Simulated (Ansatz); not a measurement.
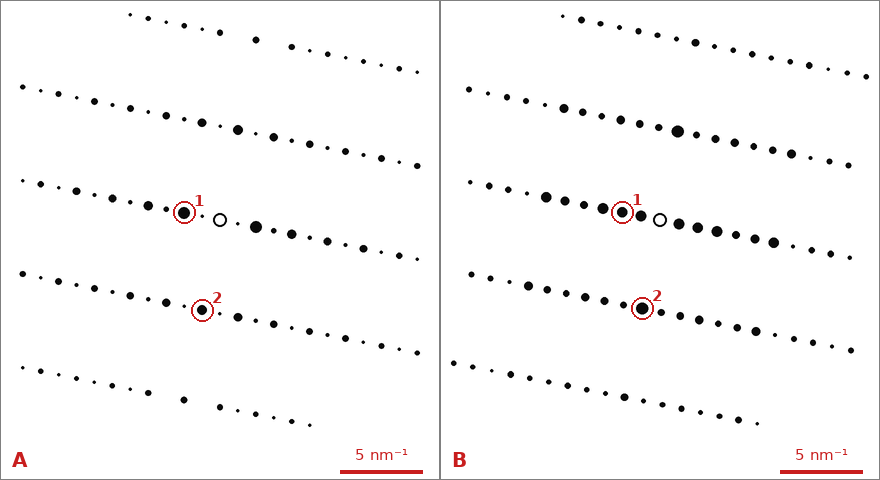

Kinematic electron diffraction patterns (120 kV, B = 0.5 Å², same scale) along [1-10] of the run's own cell, for the start and the end of one relaxation of BeBi2O2 with DFT, PAW plane waves, r2scan (Ansatz 0.2.0). k mesh 6×6×6. The start is a generated model structure, and the relaxation ends in the nearest stationary point of its symmetry, not necessarily the ground state. Spot 1 is 0 0 -2 and spot 2 is 1 1 0 in both.

Start structure:

```yaml
crystal:
  lattice:
    - [3.60609, 0.00000, 0.00000]
    - [-1.80304, 3.12296, 0.00000]
    - [-1.80304, 1.04099, 8.42138]
  atoms:
    - { symbol: Bi, position: [0.10902, 0.89098, 0.32706] }
    - { symbol: Bi, position: [0.89098, 0.10902, 0.67294] }
    - { symbol: O, position: [0.71648, 0.28352, 0.14944] }
    - { symbol: O, position: [0.28352, 0.71648, 0.85056] }
    - { symbol: Be, position: [0.50000, 0.50000, 0.50000] }
```

**Which pattern belongs to the start structure, and which to the relaxed one?**

B is the start: its cell gives d(1) = 4.211 Å, d(2) = 1.803 Å and an angle of 90.0°. A is the relaxed structure, with d(1) = 4.456 Å (+5.8 %), d(2) = 1.776 Å (-1.5 %) and 90.0°.

**Name reflections whose intensity changes strongly on relaxation.**

2 2 -1 fades out of sight; 0 0 1 goes from 70 to 0.06 % of the strongest spot; 0 0 5 goes from 29 to 0.62 % of the strongest spot; 0 0 3 goes from 73 to 3.9 % of the strongest spot.

**What did the relaxation do to the structure and the energy?**

The volume changed by +2.6 % to 19.47 Å³ an atom; with the mean shift removed, the atoms moved by up to 0.68 Å relative to the cell (Bi most); the space group stayed R-3m (No. 166); the free energy fell by 470 meV an atom. Relaxed cell: a = 3.551 Å, b = 3.551 Å, c = 9.145 Å, α = 78.80°, β = 101.20°, γ = 120.00°.
